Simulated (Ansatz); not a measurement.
## Electronic structure of AlBrFHO (SMILES [OH][Al]([F])[Br]) in real space

Input

```
crystal:
  periodic: [false, false, false]
  atoms:
    - {symbol: O, position_ang: [0.718757, 1.066090, 0.264369]}
    - {symbol: Al, position_ang: [0.094680, -0.425883, -0.175342]}
    - {symbol: F, position_ang: [1.121104, -1.548272, -0.773976]}
    - {symbol: Br, position_ang: [-2.069359, -0.939604, 0.022153]}
    - {symbol: H, position_ang: [0.184720, 1.773870, 0.621396]}
basis:
  gaussian: {orbitals: def2-TZVPP}
hamiltonian: {xc: pbe0, dispersion: d4}
output: {orbitals: {seedname: orbitals}}
```

Run with:

```sh
ansatz run in.yaml --threads 2 --pin off --events-out ev --progress --plain --max-ram 22528MiB --backend cpu
```

Geometry: PBE0-D4/def2-TZVP.

These are results of RKS PBE0-D4/def2-TZVPP in Ansatz, not measurements.

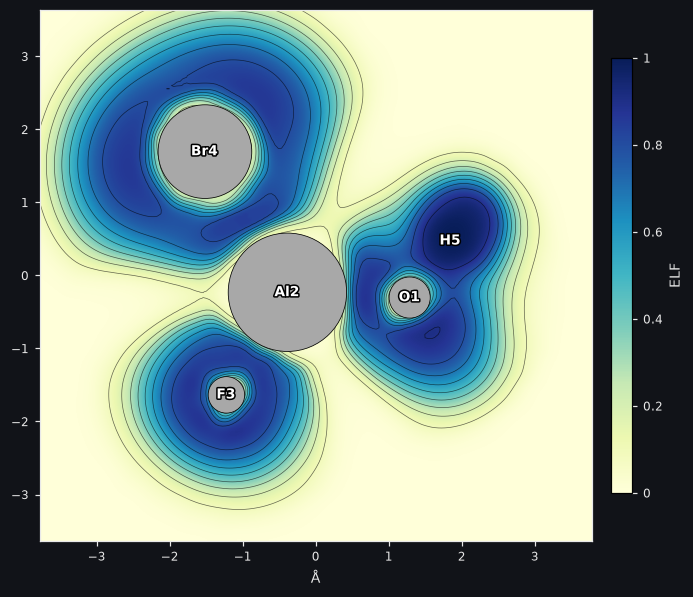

Figure 1. Electron localisation function on the molecular plane. Grey discs cover the atomic cores.

Q: Read the bonding off the picture.

A: The plane passes through O, Al, F, Br and H nuclei.
Al–F (1.63 Å): the ELF peaks at about 0.85 in the valence shell of F, 0.5 Å from its nucleus, and is about 0.35 at the midpoint.
Al–O (1.68 Å): the ELF peaks at about 0.90 in the valence shell of O, 0.6 Å from its nucleus, and is about 0.50 at the midpoint.
Al–Br (2.23 Å): the ELF peaks at about 0.85 in the valence shell of Br, 1.1 Å from its nucleus, and is about 0.85 at the midpoint.
O–H (0.96 Å): the ELF climbs to about 1 towards the hydrogen, as it does in any bond to H; an ordinary covalent bond to hydrogen.
The ELF also peaks beside F3, O1 and Br4, away from the bonds: lone-pair regions.

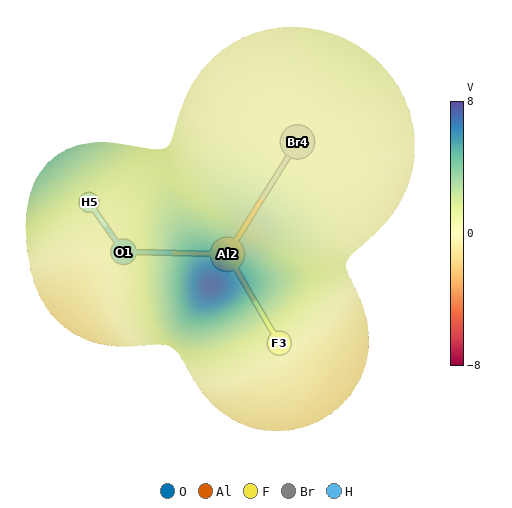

Figure 2. The molecular electrostatic potential painted on the density surface at 0.004 e/bohr³, seen at a tilt; the colour scale runs from red (negative) to blue (positive).

Q: Which sites attract a positive test charge, and which a negative one?

A: A positive charge is drawn to the negative regions and a negative charge to the positive ones. The most negative region (about −1.3 V, or −30 kcal/mol for a unit charge) lies over O1, the most positive (about +7.1 V, or +164 kcal/mol for a unit charge) over Al2. Br4 shows a σ-hole: about +0.7 V, or +16 kcal/mol for a unit charge at the tip opposite its bond, against about 0.0 V on its flanks. O1 is the likeliest acceptor of a hydrogen bond.

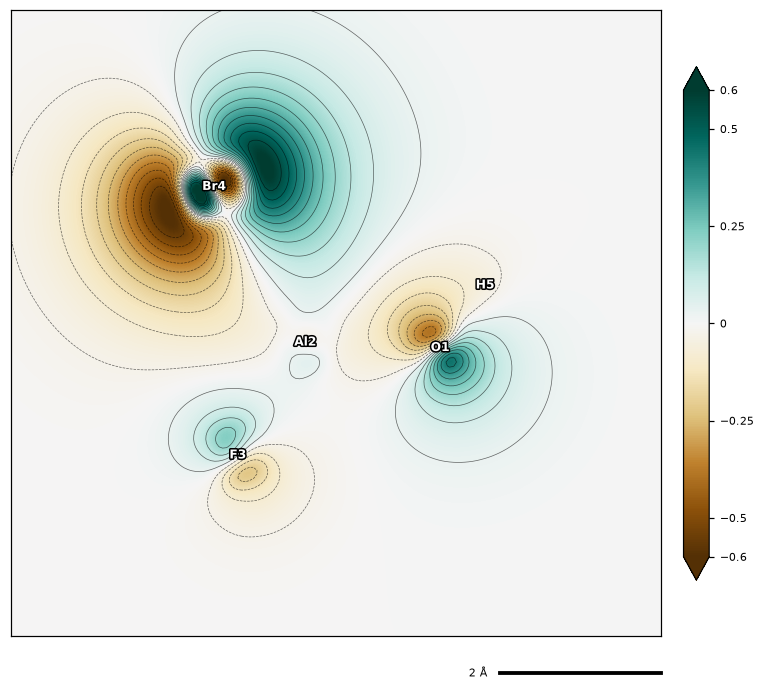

Figure 3. One frontier orbital on the molecular plane (values in Å⁻³ᐟ²; the overall sign is arbitrary).

Q: Which orbital is it: HOMO or LUMO?

A: The HOMO, at −8.95 eV. It lies mainly on Br4 (about 85 %); it is symmetric in the molecular plane (an in-plane orbital: σ, lone-pair or in-plane π type); largely a lone pair of Br4.
